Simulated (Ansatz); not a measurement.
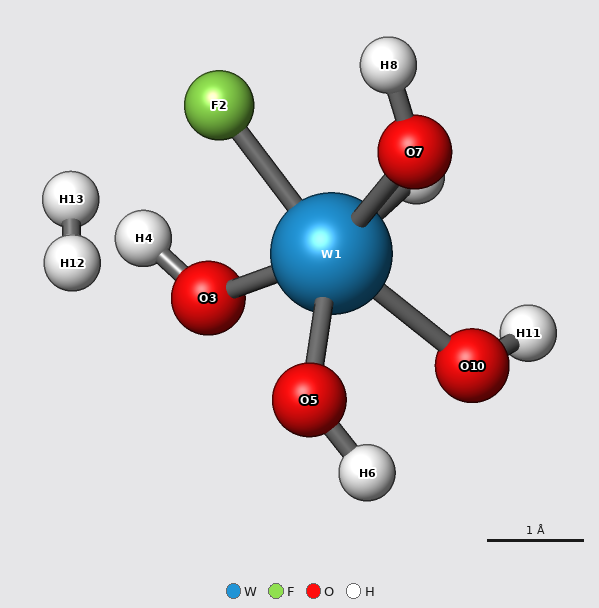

*The structure as given in the input (ball-and-stick view, seen at a tilt; atoms are numbered from 1 in the order of the input). Sticks mark near contacts.*

Bond lengths as drawn: F–W 1.94 Å, H–H 0.76 Å, H–O 0.96 to 0.97 Å, H–W 1.71 Å and O–W 1.89 to 1.95 Å.

## WH7O4F: nudged elastic band (part 1 of 2)

The run: nudged elastic band of WH7O4F. Method and program: RKS B3LYP-D4/def2-SVP (Ansatz 0.2.0).

It belongs to a series of runs on one base structure; here: band between the two ends. Figures and captions count atoms from 1; the log counts them from 0 in places.

Input:
```yaml
crystal:
  periodic: [false, false, false]
  atoms:
    - { symbol: W, position_ang: [0.069817, 0.107203, -0.25479] }
    - { symbol: F, position_ang: [0.455601, -0.723023, 1.458756] }
    - { symbol: O, position_ang: [1.916518, -0.232494, -0.426148] }
    - { symbol: H, position_ang: [2.405303, -0.753075, 0.227342] }
    - { symbol: O, position_ang: [0.16381, 1.97329, -0.552308] }
    - { symbol: H, position_ang: [-0.036713, 2.363491, -1.419244] }
    - { symbol: O, position_ang: [-1.640592, 0.101038, 0.538851] }
    - { symbol: H, position_ang: [-1.815637, -0.357423, 1.373163] }
    - { symbol: H, position_ang: [-0.241911, -1.462038, -0.865134] }
    - { symbol: O, position_ang: [-0.422486, 0.296161, -2.136244] }
    - { symbol: H, position_ang: [-0.626226, -0.521262, -2.606572] }
    - { symbol: H, position_ang: [0.986168, 2.270015, 2.44034] }
    - { symbol: H, position_ang: [0.984251, 1.550016, 2.686089] }
basis:
  gaussian: { orbitals: def2-SVP }
hamiltonian:
  xc: b3lyp
  dispersion: d4
neb:
  order_check: false
  images: 5
  f_tol: 0.05
  max_iterations: 60
  spring: 0.5
  final_atoms:
    - { symbol: W, position_ang: [-0.02272996, 0.57425056, -0.31931804] }
    - { symbol: F, position_ang: [1.02284329, -0.32841498, 2.63724198] }
    - { symbol: O, position_ang: [1.7308963, -0.22920015, 0.15501853] }
    - { symbol: H, position_ang: [1.9019781, -1.11534413, -0.20068658] }
    - { symbol: O, position_ang: [-0.6835107, 2.19649338, -1.07877354] }
    - { symbol: H, position_ang: [-1.52632965, 2.56998166, -0.77852957] }
    - { symbol: O, position_ang: [-1.64518967, 0.78582718, 0.6913477] }
    - { symbol: H, position_ang: [-1.953874, 0.02997963, 1.21048545] }
    - { symbol: H, position_ang: [-0.50893069, -1.0244771, 0.07003432] }
    - { symbol: O, position_ang: [0.36645725, -0.04024379, -2.07065514] }
    - { symbol: H, position_ang: [1.24020288, -0.08848049, -2.48504198] }
    - { symbol: H, position_ang: [0.7522303, 1.58456574, 0.79888181] }
    - { symbol: H, position_ang: [1.52385955, -0.3030385, 1.83409606] }
  initial_path:
    images:
      - { positions_ang: [[0.069817, 0.107203, -0.25479], [0.455601, -0.723023, 1.458756], [1.916518, -0.232494, -0.426148], [2.405303, -0.753075, 0.227342], [0.16381, 1.97329, -0.552308], [-0.036713, 2.363491, -1.419244], [-1.640592, 0.101038, 0.538851], [-1.815637, -0.357423, 1.373163], [-0.241911, -1.462038, -0.865134], [-0.422486, 0.296161, -2.136244], [-0.626226, -0.521262, -2.606572], [0.986168, 2.270015, 2.44034], [0.984251, 1.550016, 2.686089]] }
      - { positions_ang: [[0.04867789, 0.07012425, -0.16555771], [0.35858623, -0.48076064, 1.70823758], [1.92462012, -0.14100804, -0.32632638], [2.369633, -0.80262992, 0.09527932], [0.09588236, 1.96066306, -0.36508616], [-0.26832515, 2.32727957, -1.16408851], [-1.73640301, 0.05068187, 0.4100663], [-1.94152302, -0.298596, 1.28818729], [-0.14543617, -1.54920498, -0.57140475], [-0.3260127, 0.1938043, -2.06484978], [-0.30080331, -0.08331384, -2.50361929], [1.10505275, 1.98407728, 1.81029538], [1.01395402, 1.38078209, 2.31296773]] }
      - { positions_ang: [[0.02753877, 0.0330455, -0.07632542], [0.26157147, -0.23849828, 1.95771916], [1.93272224, -0.04952207, -0.22650477], [2.33396299, -0.85218484, -0.03678337], [0.02795472, 1.94803612, -0.17786433], [-0.4999373, 2.29106814, -0.90893302], [-1.83221402, 0.00032573, 0.2812816], [-2.06740905, -0.239769, 1.20321158], [-0.04896133, -1.63637195, -0.27767551], [-0.22953939, 0.0914476, -1.99345557], [0.02461937, 0.35463431, -2.40066659], [1.2239375, 1.69813955, 1.18025076], [1.04365704, 1.21154817, 1.93984646]] }
      - { positions_ang: [[0.00639966, -0.00403326, 0.01290688], [0.1645567, 0.00376409, 2.20720074], [1.94082435, 0.04196389, -0.12668315], [2.29829299, -0.90173976, -0.16884605], [-0.03997292, 1.93540918, 0.00935751], [-0.73154945, 2.25485672, -0.65377753], [-1.92802503, -0.0500304, 0.1524969], [-2.19329507, -0.18094199, 1.11823587], [0.0475135, -1.72353893, 0.01605374], [-0.13306609, -0.0109091, -1.92206135], [0.35004206, 0.79258247, -2.29771388], [1.34282225, 1.41220183, 0.55020615], [1.07336006, 1.04231426, 1.56672518]] }
      - { positions_ang: [[-0.00331021, 0.18872802, -0.09783476], [0.45065223, -0.10696227, 2.35054782], [1.87084834, -0.04842413, -0.03278259], [2.16618803, -0.97294122, -0.17945956], [-0.25448552, 2.02243725, -0.35335284], [-0.99647618, 2.35989836, -0.69536154], [-1.83374658, 0.22858879, 0.33211383], [-2.11348805, -0.11063479, 1.14898573], [-0.1379679, -1.49051832, 0.03404726], [0.03344169, -0.02068733, -1.97159261], [0.64676233, 0.49889482, -2.36015658], [1.14595827, 1.46965647, 0.63309804], [1.22352655, 0.59386334, 1.65584881]] }
      - { positions_ang: [[-0.01302009, 0.38148929, -0.2085764], [0.73674776, -0.21768863, 2.4938949], [1.80087232, -0.13881214, 0.06111797], [2.03408306, -1.04414267, -0.19007307], [-0.46899811, 2.10946531, -0.71606319], [-1.26140292, 2.46494001, -0.73694555], [-1.73946812, 0.50720799, 0.51173077], [-2.03368102, -0.04032758, 1.17973559], [-0.3234493, -1.25749771, 0.05204079], [0.19994947, -0.03046556, -2.02112388], [0.94348261, 0.20520716, -2.42259928], [0.94909428, 1.5271111, 0.71598992], [1.37369305, 0.14541242, 1.74497243]] }
      - { positions_ang: [[-0.02272996, 0.57425056, -0.31931804], [1.02284329, -0.32841498, 2.63724198], [1.7308963, -0.22920015, 0.15501853], [1.9019781, -1.11534413, -0.20068658], [-0.6835107, 2.19649338, -1.07877354], [-1.52632965, 2.56998166, -0.77852957], [-1.64518967, 0.78582718, 0.6913477], [-1.953874, 0.02997963, 1.21048545], [-0.50893069, -1.0244771, 0.07003432], [0.36645725, -0.04024379, -2.07065514], [1.24020288, -0.08848049, -2.48504198], [0.7522303, 1.58456574, 0.79888181], [1.52385955, -0.3030385, 1.83409606]] }
```

Command:
```bash
ansatz run input.yaml --threads 4 --pin off --max-ram 5120MiB --backend cpu --events-out ev --progress --plain --runs-dir out
```

The program's output:
```
Engine: ansatz 0.2.0, aarch64-unknown-linux-gnu
Functional definition: B3LYP
  parameter a0 = 0.2
  parameter ax = 0.72
  parameter ac = 0.81
  exchange = (1 - a0 - ax)*slater_x + ax*b88_x + a0*exact_x
  correlation = (1 - ac)*vwn_rpa_c + ac*lyp_c
1441 factors; integrals over basis functions are off by at most 2.9e-4 eV
mean field evaluation 1: about -12819.4073 eV, gradient 1.1e2 eV
mean field evaluation 2: about -12651.4755 eV, gradient 3.0e2 eV
mean field evaluation 4: about -12839.4631 eV, gradient 2.6e1 eV
mean field evaluation 8: about -12840.6826 eV, gradient 4.9e-1 eV
mean field evaluation 16: about -12840.7584 eV, gradient 4.1e-4 eV
mean field -12840.75836569 eV, -471.8891661607 hartree, gradient 7.0e-5 eV, S^2 0.000000; 0 other end points of the search recorded, 0 dependent functions left out
the calculation of the forces begins
reference -12840.75870608 eV, -471.8891786696 hartree; 31, 31 occupied and 106, 106 virtual orbitals, 1441 factors
1443 factors; integrals over basis functions are off by at most 9.4e-4 eV
mean field evaluation 32: about -12839.3568 eV, gradient 2.1e-2 eV
mean field -12839.35682701 eV, -471.8376605641 hartree, gradient 6.0e-6 eV, S^2 0.000000; 0 other end points of the search recorded, 0 dependent functions left out
[... from here on the field's lines of each further geometry are left out, up to the last ...]
NEB iter   1: max|band force component| = 1.294e2 eV/Å  barrier→ = 19.3175 eV  barrier← = 17.9126 eV  Δτ_max = 0.2000 Å  (238 SCF iters)
NEB iter   2: max|band force component| = 3.667e1 eV/Å  barrier→ = 4.7982 eV  barrier← = 3.3934 eV  Δτ_max = 0.2000 Å  (203 SCF iters)
NEB iter   3: max|band force component| = 2.093e1 eV/Å  barrier→ = 3.5440 eV  barrier← = 2.1392 eV  Δτ_max = 0.2000 Å  (204 SCF iters)
NEB iter   4: max|band force component| = 5.052e0 eV/Å  barrier→ = 2.2137 eV  barrier← = 0.8089 eV  Δτ_max = 0.1991 Å  (196 SCF iters)
NEB iter   5: max|band force component| = 2.034e0 eV/Å  barrier→ = 2.1139 eV  barrier← = 0.7091 eV  Δτ_max = 0.2000 Å  (191 SCF iters)
NEB iter   6: max|band force component| = 1.325e0 eV/Å  barrier→ = 2.0491 eV  barrier← = 0.6442 eV  Δτ_max = 0.2000 Å  (180 SCF iters)
NEB iter   7: max|band force component| = 4.048e0 eV/Å  barrier→ = 1.9659 eV  barrier← = 0.5611 eV  Δτ_max = 0.1008 Å  (181 SCF iters)
NEB iter   8: max|band force component| = 1.195e0 eV/Å  barrier→ = 1.8725 eV  barrier← = 0.4676 eV  Δτ_max = 0.2000 Å  (183 SCF iters)
NEB iter   9: max|band force component| = 9.918e-1 eV/Å  barrier→ = 1.7690 eV  barrier← = 0.3641 eV  Δτ_max = 0.1867 Å  (186 SCF iters)
NEB iter  10: max|band force component| = 1.029e0 eV/Å  barrier→ = 1.6859 eV  barrier← = 0.2810 eV  Δτ_max = 0.1006 Å  (183 SCF iters)
NEB iter  11: max|band force component| = 6.113e-1 eV/Å  barrier→ = 1.6241 eV  barrier← = 0.2193 eV  Δτ_max = 0.0996 Å  (168 SCF iters)
NEB iter  12: max|band force component| = 3.728e-1 eV/Å  barrier→ = 1.5932 eV  barrier← = 0.1884 eV  CI = image 4  Δτ_max = 0.1004 Å  (177 SCF iters)
NEB iter  13: max|band force component| = 4.662e-1 eV/Å  barrier→ = 1.6211 eV  barrier← = 0.2163 eV  CI = image 4  Δτ_max = 0.1017 Å  (172 SCF iters)
NEB iter  14: max|band force component| = 6.237e-1 eV/Å  barrier→ = 1.6420 eV  barrier← = 0.2372 eV  CI = image 4  Δτ_max = 0.1996 Å  (175 SCF iters)
NEB iter  15: max|band force component| = 1.019e0 eV/Å  barrier→ = 1.7527 eV  barrier← = 0.3479 eV  CI = image 4  Δτ_max = 0.1978 Å  (179 SCF iters)
NEB iter  16: max|band force component| = 1.135e0 eV/Å  barrier→ = 1.7676 eV  barrier← = 0.3628 eV  CI = image 4  Δτ_max = 0.1995 Å  (175 SCF iters)
NEB iter  17: max|band force component| = 1.079e0 eV/Å  barrier→ = 1.8756 eV  barrier← = 0.4708 eV  CI = image 4  Δτ_max = 0.2000 Å  (180 SCF iters)
NEB iter  18: max|band force component| = 6.986e-1 eV/Å  barrier→ = 2.0273 eV  barrier← = 0.6225 eV  CI = image 4  Δτ_max = 0.1958 Å  (178 SCF iters)
NEB iter  19: max|band force component| = 1.364e0 eV/Å  barrier→ = 1.9536 eV  barrier← = 0.5488 eV  CI = image 4  Δτ_max = 0.1002 Å  (177 SCF iters)
NEB iter  20: max|band force component| = 6.917e-1 eV/Å  barrier→ = 1.9881 eV  barrier← = 0.5833 eV  CI = image 4  Δτ_max = 0.1653 Å  (172 SCF iters)
NEB iter  21: max|band force component| = 7.333e-1 eV/Å  barrier→ = 2.0314 eV  barrier← = 0.6265 eV  CI = image 4  Δτ_max = 0.0815 Å  (173 SCF iters)
NEB iter  22: max|band force component| = 1.980e0 eV/Å  barrier→ = 1.9829 eV  barrier← = 0.5781 eV  CI = image 4  Δτ_max = 0.0407 Å  (171 SCF iters)
NEB iter  23: max|band force component| = 2.285e-1 eV/Å  barrier→ = 1.9723 eV  barrier← = 0.5674 eV  CI = image 4  Δτ_max = 0.0259 Å  (175 SCF iters)
NEB iter  24: max|band force component| = 1.709e-1 eV/Å  barrier→ = 1.9648 eV  barrier← = 0.5600 eV  CI = image 4  Δτ_max = 0.0407 Å  (177 SCF iters)
NEB iter  25: max|band force component| = 1.662e-1 eV/Å  barrier→ = 1.9581 eV  barrier← = 0.5533 eV  CI = image 4  Δτ_max = 0.0407 Å  (178 SCF iters)
NEB iter  26: max|band force component| = 1.901e-1 eV/Å  barrier→ = 1.9515 eV  barrier← = 0.5467 eV  CI = image 4  Δτ_max = 0.0814 Å  (163 SCF iters)
NEB iter  27: max|band force component| = 2.181e-1 eV/Å  barrier→ = 1.9369 eV  barrier← = 0.5321 eV  CI = image 4  Δτ_max = 0.1620 Å  (171 SCF iters)
NEB iter  28: max|band force component| = 2.462e-1 eV/Å  barrier→ = 1.9018 eV  barrier← = 0.4970 eV  CI = image 4  Δτ_max = 0.1622 Å  (173 SCF iters)
NEB iter  29: max|band force component| = 2.075e-1 eV/Å  barrier→ = 1.8590 eV  barrier← = 0.4541 eV  CI = image 4  Δτ_max = 0.1997 Å  (167 SCF iters)
NEB iter  30: max|band force component| = 3.808e-1 eV/Å  barrier→ = 1.8191 eV  barrier← = 0.4143 eV  CI = image 4  Δτ_max = 0.0991 Å  (157 SCF iters)
NEB iter  31: max|band force component| = 3.592e-1 eV/Å  barrier→ = 1.7994 eV  barrier← = 0.3946 eV  CI = image 4  Δτ_max = 0.1002 Å  (174 SCF iters)
NEB iter  32: max|band force component| = 2.821e-1 eV/Å  barrier→ = 1.7945 eV  barrier← = 0.3897 eV  CI = image 4  Δτ_max = 0.1991 Å  (176 SCF iters)
NEB iter  33: max|band force component| = 1.033e0 eV/Å  barrier→ = 1.8172 eV  barrier← = 0.4124 eV  CI = image 4  Δτ_max = 0.1000 Å  (180 SCF iters)
NEB iter  34: max|band force component| = 6.129e-1 eV/Å  barrier→ = 1.8116 eV  barrier← = 0.4068 eV  CI = image 4  Δτ_max = 0.1226 Å  (174 SCF iters)
NEB iter  35: max|band force component| = 2.796e-1 eV/Å  barrier→ = 1.8002 eV  barrier← = 0.3954 eV  CI = image 4  Δτ_max = 0.0434 Å  (183 SCF iters)
NEB iter  36: max|band force component| = 1.079e-1 eV/Å  barrier→ = 1.7957 eV  barrier← = 0.3909 eV  CI = image 4  Δτ_max = 0.0170 Å  (161 SCF iters)
NEB iter  37: max|band force component| = 9.634e-2 eV/Å  barrier→ = 1.7972 eV  barrier← = 0.3923 eV  CI = image 4  Δτ_max = 0.0085 Å  (163 SCF iters)
NEB iter  38: max|band force component| = 8.612e-2 eV/Å  barrier→ = 1.7958 eV  barrier← = 0.3910 eV  CI = image 4  Δτ_max = 0.0171 Å  (167 SCF iters)
```
